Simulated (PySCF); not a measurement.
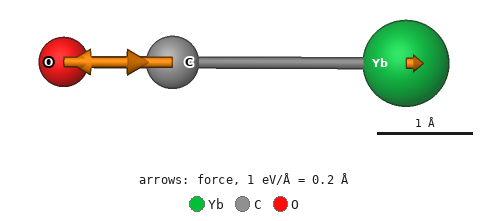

Starting geometry of YbCO (charge +2) with the computed forces as orange arrows. The picture is a ball-and-stick view, seen face on.

Computed with RKS PBE0, Yb def2-SVP with ECP28, C def2-SVP, O def2-SVP; non-relativistic Hamiltonian with scalar-relativistic core potentials; density fitting in PySCF 2.14.0.

Input
```
mol = gto.M(atom='''
Yb     0.00000     0.00000    -0.43259
C      0.00000     0.00000     2.03071
O      0.00000     0.00000     3.18071''',
    basis={'Yb': 'def2-SVP', 'C': 'def2-SVP', 'O': 'def2-SVP'},
    ecp={'Yb': 'def2-SVP'},
    charge=2, spin=0)
mf = dft.RKS(mol, xc='PBE0')
mf.grids.atom_grid = (50, 194)  # f atoms: at least (60, 302), unpruned
mf = mf.density_fit()  # Yb def2-universal-JKFIT, C def2-universal-JKFIT, O def2-universal-JKFIT
mf.conv_tol = 1e-08; mf.max_cycle = 55
mf.kernel(dm0)
# quasi-Newton relaxation in Cartesian coordinates to a largest gradient under 0.00045 Eh/bohr, steps kept in the point group
```

Launched with:
```bash
OMP_NUM_THREADS=2 python run.py
```

Q: What follows when this structure is relaxed?

A: It isn't relaxed: the largest force vector, on C2, is 5.55 eV/Å. The final displacements follow the starting forces only in part (cosine between the two patterns 0.34). The largest move after the best rigid fit is that of Yb1, 0.11 Å. By element the largest moves are Yb 0.11 Å, C 0.07 Å, O 0.04 Å. Among the contacts that change: Yb1–C2 2.463 → 2.652 Å, C2–O3 1.150 → 1.114 Å. Over 7 geometry steps the energy falls by 0.167 eV. Largest force component: 5.6 eV/Å at the start, 0.0015 eV/Å at the end. The run took 32 s on 2 threads of Arm Neoverse V1, on a shared host, peak memory 0.7 GiB.
